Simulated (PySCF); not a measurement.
# [BF4]− (tetrafluoroborate) at BLYP/def2-SVP

What is the vertical ionisation energy of [BF4]− (tetrafluoroborate) at BLYP/def2-SVP? The job is set up through a Python script.

The calculation is run with PySCF 2.14.0.

## (1) The molecule

[BF4]− has 5 atoms, charge -1, and is taken as a singlet. As SMILES, `F[B-](F)(F)F`. The coordinates come from a PBE0-D4/def2-TZVPD relaxation.

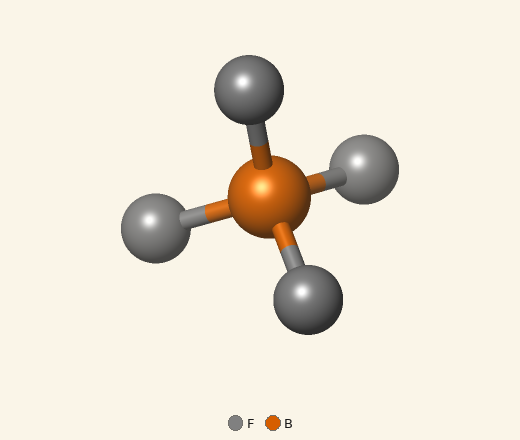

The structure, seen from a chosen angle (fluorine grey, boron orange).

## (2) A single-point energy at BLYP/def2-SVP

input.py reads:

```python
from pyscf import gto, dft

mol = gto.M(
    atom='''
F     -0.057100    -0.040200     1.404000
B      0.000000     0.000000     0.000100
F      0.948900    -0.931000    -0.457200
F     -1.262500    -0.319100    -0.529700
F      0.370700     1.290300    -0.417200
''',
    verbose=4,
    charge=-1,
    max_memory=1860,
    basis='def2-svp',
)

ks = dft.RKS(mol)
ks.xc = 'blyp'
ks.grids.level = 3
ks.conv_tol = 1e-10
ks.kernel()
if not ks.converged:
    ks = ks.newton().run(ks.mo_coeff, ks.mo_occ)

e_final = ks.e_tot
print('E(%s) = %.9f' % ('BLYP', e_final))
```

On the command line:

```console
OMP_NUM_THREADS=1 python input.py
```

What it wrote:

```text
PySCF version 2.14.0

[INPUT] num. atoms = 5
[INPUT] num. electrons = 42
[INPUT] charge = -1
[INPUT] spin (= nelec alpha-beta = 2S) = 0
[INPUT] symmetry False subgroup None
[INPUT] Mole.unit = angstrom
[INPUT] Symbol           X                Y                Z      unit          X                Y                Z       unit  Magmom
[INPUT]  1 F     -0.057100000000  -0.040200000000   1.404000000000 AA   -0.107903361713  -0.075966990208   2.653175478889 Bohr   0.0
[INPUT]  2 B      0.000000000000   0.000000000000   0.000100000000 AA    0.000000000000   0.000000000000   0.000188972612 Bohr   0.0
[INPUT]  3 F      0.948900000000  -0.931000000000  -0.457200000000 AA    1.793161119600  -1.759335021970  -0.863982784151 Bohr   0.0
[INPUT]  4 F     -1.262500000000  -0.319100000000  -0.529700000000 AA   -2.385779232263  -0.603011606349  -1.000987928182 Bohr   0.0
[INPUT]  5 F      0.370700000000   1.290300000000  -0.417200000000 AA    0.700521474376   2.438313618526  -0.788393739169 Bohr   0.0

nuclear repulsion = 179.786669149836
number of shells = 30
number of NR pGTOs = 120
number of NR cGTOs = 70
basis = def2-svp
ecp = {}

******** <class 'pyscf.dft.rks.RKS'> ********
method = RKS
initial guess = minao
damping factor = 0
level_shift factor = 0
DIIS = <class 'pyscf.scf.diis.CDIIS'>
diis_start_cycle = 1
diis_space = 8
diis_damp = 0
SCF conv_tol = 1e-10
SCF conv_tol_grad = None
SCF max_cycles = 50
direct_scf = True
direct_scf_tol = 1e-13
XC library pyscf.dft.libxc version 7.0.0
    S. Lehtola, C. Steigemann, M. J.T. Oliveira, and M. A.L. Marques.,  SoftwareX 7, 1–5 (2018)
XC functionals = blyp
    A. D. Becke.,  Phys. Rev. A 38, 3098 (1988)
    C. Lee, W. Yang, and R. G. Parr.,  Phys. Rev. B 37, 785 (1988)
    B. Miehlich, A. Savin, H. Stoll, and H. Preuss.,  Chem. Phys. Lett. 157, 200 (1989)
radial grids:
    Treutler-Ahlrichs [JCP 102, 346 (1995); DOI:10.1063/1.469408] (M4) radial grids

becke partition: Becke, JCP 88, 2547 (1988); DOI:10.1063/1.454033
pruning grids: <function nwchem_prune>
grids dens level: 3
symmetrized grids: False
atomic radii adjust function: <function treutler_atomic_radii_adjust>
small_rho_cutoff = 0
Set gradient conv threshold to 1e-05
Initial guess from minao.
tot grids = 71096
init E= -424.324248133917
  HOMO = -0.43710079917461  LUMO = 0.0632828283411513  gap/eV = 13.61613
cycle= 1 E= -423.957290925189  delta_E= 0.367  |g|= 1.09  |ddm|= 2.39
  HOMO = 0.0810786623461258  LUMO = 0.348913456649772  gap/eV = 7.28816
cycle= 2 E= -423.639566390593  delta_E= 0.318  |g|= 1.81  |ddm|= 1.71
  HOMO = -0.0506216295036742  LUMO = 0.329266912607013  gap/eV = 10.33729
cycle= 3 E= -424.139794405039  delta_E= -0.5  |g|= 0.0514  |ddm|= 1.09
  HOMO = -0.0563076791009037  LUMO = 0.325323803897078  gap/eV = 10.38472
cycle= 4 E= -424.140361789665  delta_E= -0.000567  |g|= 0.0135  |ddm|= 0.072
  HOMO = -0.05494236603213  LUMO = 0.326132544710406  gap/eV = 10.36958
cycle= 5 E= -424.140395389999  delta_E= -3.36e-05  |g|= 0.00122  |ddm|= 0.0121
  HOMO = -0.0549296575646038  LUMO = 0.326142995584091  gap/eV = 10.36952
cycle= 6 E= -424.140395650132  delta_E= -2.6e-07  |g|= 0.000207  |ddm|= 0.000888
  HOMO = -0.0549562152383294  LUMO = 0.326138697206977  gap/eV = 10.37012
cycle= 7 E= -424.140395653685  delta_E= -3.55e-09  |g|= 0.000139  |ddm|= 0.00017
  HOMO = -0.0549554501938283  LUMO = 0.326136778791096  gap/eV = 10.37005
cycle= 8 E= -424.140395656697  delta_E= -3.01e-09  |g|= 1.22e-06  |ddm|= 8.04e-05
  HOMO = -0.0549555611116094  LUMO = 0.326136736144712  gap/eV = 10.37005
cycle= 9 E= -424.140395656699  delta_E= -1.48e-12  |g|= 3.89e-08  |ddm|= 7.73e-07
  HOMO = -0.0549555637070125  LUMO = 0.326136737820579  gap/eV = 10.37005
Extra cycle  E= -424.140395656699  delta_E= 3.41e-13  |g|= 6.09e-08  |ddm|= 5.92e-08
converged SCF energy = -424.140395656699
E(BLYP) = -424.140395657
```

Wall time 4.2 s (1 thread of Arm Neoverse V1, shared host); peak memory 0.32 GiB.

## (3) Doublet neutral BF4 at the same level

job.py reads:

```python
from pyscf import gto, dft

mol = gto.M(
    atom='''
F       -0.057100      -0.040200       1.404000
B        0.000000       0.000000       0.000100
F        0.948900      -0.931000      -0.457200
F       -1.262500      -0.319100      -0.529700
F        0.370700       1.290300      -0.417200
''',
    basis='def2-svp',
    max_memory=1860,
    charge=0,
    verbose=4,
    spin=1,
)

mf = dft.UKS(mol, xc='blyp')
mf.grids.level = 3
mf.conv_tol = 1e-10
mf.kernel()
if not mf.converged:
    mf = mf.newton().run(mf.mo_coeff, mf.mo_occ)

etot = mf.e_tot
print('Final energy', etot)
```

On the command line:

```console
OMP_NUM_THREADS=1 python job.py
```

What it wrote:

```text
PySCF version 2.14.0

[INPUT] num. atoms = 5
[INPUT] num. electrons = 41
[INPUT] charge = 0
[INPUT] spin (= nelec alpha-beta = 2S) = 1
[INPUT] symmetry False subgroup None
[INPUT] Mole.unit = angstrom
[INPUT] Symbol           X                Y                Z      unit          X                Y                Z       unit  Magmom
[INPUT]  1 F     -0.057100000000  -0.040200000000   1.404000000000 AA   -0.107903361713  -0.075966990208   2.653175478889 Bohr   0.0
[INPUT]  2 B      0.000000000000   0.000000000000   0.000100000000 AA    0.000000000000   0.000000000000   0.000188972612 Bohr   0.0
[INPUT]  3 F      0.948900000000  -0.931000000000  -0.457200000000 AA    1.793161119600  -1.759335021970  -0.863982784151 Bohr   0.0
[INPUT]  4 F     -1.262500000000  -0.319100000000  -0.529700000000 AA   -2.385779232263  -0.603011606349  -1.000987928182 Bohr   0.0
[INPUT]  5 F      0.370700000000   1.290300000000  -0.417200000000 AA    0.700521474376   2.438313618526  -0.788393739169 Bohr   0.0

nuclear repulsion = 179.786669149836
number of shells = 30
number of NR pGTOs = 120
number of NR cGTOs = 70
basis = def2-svp
ecp = {}

******** <class 'pyscf.dft.uks.UKS'> ********
method = UKS
initial guess = minao
damping factor = 0
level_shift factor = 0
DIIS = <class 'pyscf.scf.diis.CDIIS'>
diis_start_cycle = 1
diis_space = 8
diis_damp = 0
SCF conv_tol = 1e-10
SCF conv_tol_grad = None
SCF max_cycles = 50
direct_scf = True
direct_scf_tol = 1e-13
number electrons alpha = 21  beta = 20
XC library pyscf.dft.libxc version 7.0.0
    S. Lehtola, C. Steigemann, M. J.T. Oliveira, and M. A.L. Marques.,  SoftwareX 7, 1–5 (2018)
XC functionals = blyp
    A. D. Becke.,  Phys. Rev. A 38, 3098 (1988)
    C. Lee, W. Yang, and R. G. Parr.,  Phys. Rev. B 37, 785 (1988)
    B. Miehlich, A. Savin, H. Stoll, and H. Preuss.,  Chem. Phys. Lett. 157, 200 (1989)
radial grids:
    Treutler-Ahlrichs [JCP 102, 346 (1995); DOI:10.1063/1.469408] (M4) radial grids

becke partition: Becke, JCP 88, 2547 (1988); DOI:10.1063/1.454033
pruning grids: <function nwchem_prune>
grids dens level: 3
symmetrized grids: False
atomic radii adjust function: <function treutler_atomic_radii_adjust>
small_rho_cutoff = 0
Set gradient conv threshold to 1e-05
tot grids = 71096
init E= -424.324248133917
[... the frontier-level lines of each cycle are left out ...]


cycle= 1 E= -423.834578727371  delta_E= 0.49  |g|= 0.522  |ddm|= 1.77
cycle= 2 E= -423.203842093401  delta_E= 0.631  |g|= 1.35  |ddm|= 1.33
cycle= 3 E= -423.84286953167  delta_E= -0.639  |g|= 0.492  |ddm|= 1.19
cycle= 4 E= -423.819211608457  delta_E= 0.0237  |g|= 0.475  |ddm|= 1.04
cycle= 5 E= -423.894000340849  delta_E= -0.0748  |g|= 0.273  |ddm|= 1.01
cycle= 6 E= -423.889521067546  delta_E= 0.00448  |g|= 0.295  |ddm|= 1.02



cycle= 7 E= -423.900301946534  delta_E= -0.0108  |g|= 0.25  |ddm|= 0.188
cycle= 8 E= -423.890208925549  delta_E= 0.0101  |g|= 0.294  |ddm|= 0.898
cycle= 9 E= -423.902726283193  delta_E= -0.0125  |g|= 0.239  |ddm|= 0.75
cycle= 10 E= -423.903005941756  delta_E= -0.00028  |g|= 0.237  |ddm|= 0.845



cycle= 11 E= -423.91404630298  delta_E= -0.011  |g|= 0.189  |ddm|= 0.955



cycle= 12 E= -423.93011556428  delta_E= -0.0161  |g|= 0.0854  |ddm|= 0.485



cycle= 13 E= -423.926347109141  delta_E= 0.00377  |g|= 0.119  |ddm|= 0.361
cycle= 14 E= -423.922398048108  delta_E= 0.00395  |g|= 0.146  |ddm|= 0.202
cycle= 15 E= -423.933833739532  delta_E= -0.0114  |g|= 0.0248  |ddm|= 0.321
cycle= 16 E= -423.933934937873  delta_E= -0.000101  |g|= 0.0211  |ddm|= 0.0231
cycle= 17 E= -423.933986491835  delta_E= -5.16e-05  |g|= 0.0177  |ddm|= 0.0395
cycle= 18 E= -423.934006769856  delta_E= -2.03e-05  |g|= 0.0165  |ddm|= 0.0152
cycle= 19 E= -423.934086449314  delta_E= -7.97e-05  |g|= 0.011  |ddm|= 0.0148
cycle= 20 E= -423.934102639379  delta_E= -1.62e-05  |g|= 0.0093  |ddm|= 0.00342
cycle= 21 E= -423.934137503792  delta_E= -3.49e-05  |g|= 0.00423  |ddm|= 0.0141
cycle= 22 E= -423.934145306  delta_E= -7.8e-06  |g|= 0.0017  |ddm|= 0.00892
cycle= 23 E= -423.934146800919  delta_E= -1.49e-06  |g|= 0.000139  |ddm|= 0.00333
cycle= 24 E= -423.934146777384  delta_E= 2.35e-08  |g|= 0.000252  |ddm|= 0.000513
cycle= 25 E= -423.934146803611  delta_E= -2.62e-08  |g|= 0.000114  |ddm|= 0.000274
cycle= 26 E= -423.934146810108  delta_E= -6.5e-09  |g|= 2.44e-05  |ddm|= 0.000204
cycle= 27 E= -423.934146810404  delta_E= -2.96e-10  |g|= 4.35e-06  |ddm|= 4.17e-05
cycle= 28 E= -423.934146810408  delta_E= -4.32e-12  |g|= 2.68e-06  |ddm|= 7.19e-06
Extra cycle  E= -423.934146806148  delta_E= 4.26e-09  |g|= 9.04e-05  |ddm|= 0.0002
SCF not converged.
SCF energy = -423.934146806148 after 50 cycles  <S^2> = 0.75141266  2S+1 = 2.0014122

******** <class 'pyscf.soscf.newton_ah.SecondOrderUKS'> ********
method = SecondOrderUKS
initial guess = minao
damping factor = 0
level_shift factor = 0
DIIS = <class 'pyscf.scf.diis.CDIIS'>
diis_start_cycle = 1
diis_space = 8
diis_damp = 0
SCF conv_tol = 1e-10
SCF conv_tol_grad = None
SCF max_cycles = 50
direct_scf = True
direct_scf_tol = 1e-13
number electrons alpha = 21  beta = 20
XC library pyscf.dft.libxc version 7.0.0
    S. Lehtola, C. Steigemann, M. J.T. Oliveira, and M. A.L. Marques.,  SoftwareX 7, 1–5 (2018)
XC functionals = blyp
    A. D. Becke.,  Phys. Rev. A 38, 3098 (1988)
    C. Lee, W. Yang, and R. G. Parr.,  Phys. Rev. B 37, 785 (1988)
    B. Miehlich, A. Savin, H. Stoll, and H. Preuss.,  Chem. Phys. Lett. 157, 200 (1989)
radial grids:
    Treutler-Ahlrichs [JCP 102, 346 (1995); DOI:10.1063/1.469408] (M4) radial grids

becke partition: Becke, JCP 88, 2547 (1988); DOI:10.1063/1.454033
pruning grids: <function nwchem_prune>
grids dens level: 3
symmetrized grids: False
atomic radii adjust function: <function treutler_atomic_radii_adjust>
small_rho_cutoff = 0
******** <class 'pyscf.dft.uks.UKS'> Newton solver flags ********
SCF tol = 1e-10
conv_tol_grad = None
max. SCF cycles = 50
direct_scf = True
direct_scf_tol = 1e-13
max_cycle_inner = 12
max_stepsize = 0.05
ah_start_tol = 1e+09
ah_level_shift = 0
ah_conv_tol = 1e-12
ah_lindep = 1e-14
ah_start_cycle = 1
ah_max_cycle = 40
ah_grad_trust_region = 2.5
kf_interval = 4
kf_trust_region = 5
canonicalization = True
Set conv_tol_grad to 1e-05
Initial guess E= -423.934146806148  |g|= 9.04406e-05
macro= 0  E= -423.934146810411  delta_E= -4.26269e-09  |g|= 9.04406e-05  1 KF 4 JK
macro= 1  E= -423.934146810411  delta_E= 2.27374e-13  |g|= 7.99307e-07  1 KF 2 JK
Canonicalize SCF orbitals
macro X = 2  E=-423.934146810411  |g|= 7.99307e-07  total 3 KF 9 JK
converged SCF energy = -423.934146810411  <S^2> = 0.75141266  2S+1 = 2.0014122
Final energy -423.9341468104109
```

Run time: 20 s. Hardware: 1 thread of Arm Neoverse V1, shared host; peak memory 0.39 GiB.

## (4) Summary of results

Level: BLYP/def2-SVP.

| quantity | value |
| --- | --- |
| singlet [BF4]−: total energy | -424.14040 Eh |
| singlet [BF4]−: HOMO energy | -1.50 eV |
| singlet [BF4]−: LUMO energy | 8.87 eV |
| singlet [BF4]−: HOMO–LUMO gap (to an unbound level, set by the basis) | 10.37 eV |
| doublet neutral BF4: total energy | -423.93415 Eh |
| doublet neutral BF4: dipole moment | 0.00 D |
| doublet neutral BF4: HOMO energy (highest over α and β) | -9.82 eV |
| doublet neutral BF4: LUMO energy (lowest over α and β) | -9.74 eV |
| doublet neutral BF4: ⟨S²⟩ | 0.751 |
| vertical detachment energy (to the doublet neutral) | 5.612 eV |

In words: Removing an electron at fixed nuclei costs 5.61 eV (542 kJ/mol). The negative HOMO energy of the first species, 1.50 eV, lies 4.12 eV below that difference.
